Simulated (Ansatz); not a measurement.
# CH6FInOSi: what the fields show

Input file:

```
crystal:
  periodic: [false, false, false]
  atoms:
    - {symbol: C, position_ang: [-1.343128, 0.264995, -1.167449]}
    - {symbol: F, position_ang: [-0.277944, 0.998805, 1.342650]}
    - {symbol: In, position_ang: [2.745847, -0.971180, 0.987702]}
    - {symbol: O, position_ang: [0.940675, -0.986781, 0.083063]}
    - {symbol: Si, position_ang: [-0.512854, -0.313559, 0.390010]}
    - {symbol: H, position_ang: [-0.705501, 0.988145, -1.699007]}
    - {symbol: H, position_ang: [-1.531263, -0.584078, -1.842530]}
    - {symbol: H, position_ang: [-2.306587, 0.749339, -0.945258]}
    - {symbol: H, position_ang: [-1.387061, -1.229604, 1.179428]}
    - {symbol: H, position_ang: [3.930208, -1.555612, -0.102589]}
    - {symbol: H, position_ang: [2.719352, -0.427583, 2.611827]}
basis:
  gaussian: {orbitals: def2-SVPD}
hamiltonian: {xc: {name: PBE0}}
output: {forces: true, orbitals: {seedname: orbitals}}
```

Launched as:

```sh
ansatz run input.yaml --threads 2 --pin off --max-ram 4350MiB --events-out events.jsonl --progress --plain --runs-dir runs
```

Geometry: PBE0-D3(BJ)/def2-SVP; core potentials replace the inner electrons of In.

All numbers below come from Ansatz, isolated molecule in a Gaussian basis; Kohn-Sham density functional theory, functional PBE0.

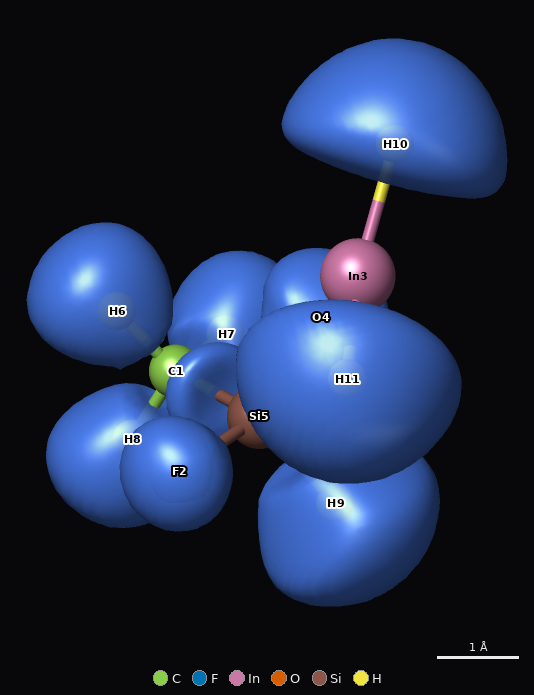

Figure 1. Isosurface of the electron localisation function at 0.8 (blue), seen at an oblique angle. Only the valence region is drawn (cores and ρ < 0.01 e/Å³ removed).

> What do the ELF domains correspond to?

The surface consists of one region between bonded C–Si atoms (shared pairs), six regions around hydrogen nuclei, one region wrapped around F (its valence shell) and one region wrapped around O (its valence shell).


Si–O (1.63 Å): the ELF peaks at about 0.85 between the atoms, as expected for a polar covalent bond. Si–F (1.64 Å): the ELF peaks at about 0.85 in the valence shell of F, 0.6 Å from its nucleus, and is about 0.50 at the midpoint.

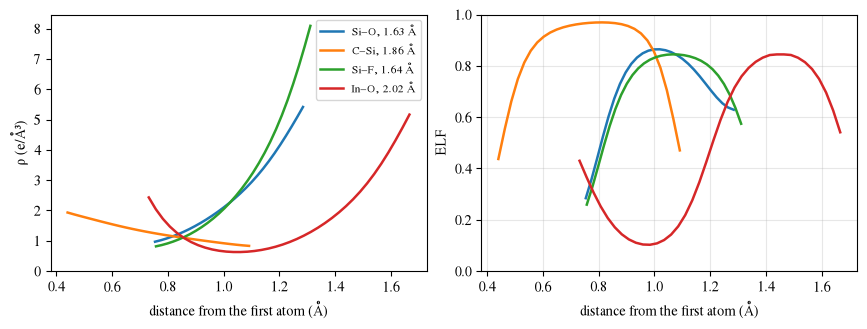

Figure 2. Electron density and ELF along straight lines between neighbouring atoms. The curves leave out the atomic cores.

> Compare the contacts.

Si–O (1.63 Å): ρ is about 1.1 e/Å³ halfway; the ELF peaks at about 0.85 between the atoms, as expected for a shared but strongly polarised pair.
C–Si (1.86 Å): ρ at the midpoint is about 1 e/Å³; the ELF peaks at about 0.95 between the atoms: localised, covalent bonding.
Si–F (1.64 Å): ρ at the midpoint is about 0.97 e/Å³; the ELF peaks at about 0.85 in the valence shell of F, 0.6 Å from its nucleus, and is about 0.50 at the midpoint.
In–O (2.02 Å): ρ is about 0.64 e/Å³ halfway; the ELF peaks at about 0.85 in the valence shell of O, 0.6 Å from its nucleus, and drops to about 0.10 between the two atoms.

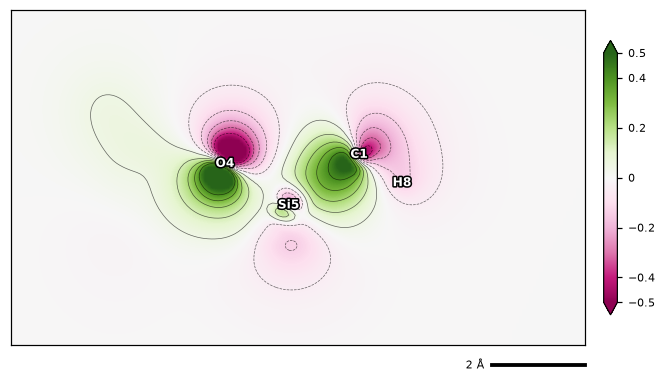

Figure 3. One frontier orbital on the plane of atoms Si5, C1 and H8 (values in Å⁻³ᐟ²; the overall sign is arbitrary).

> Which orbital is it: HOMO or LUMO?

The HOMO, at −8.04 eV. It lies mainly on O4 (about 35 %), Si5 (about 15 %), C1 (about 15 %), H9 (about 15 %) and In3 (about 5 %).
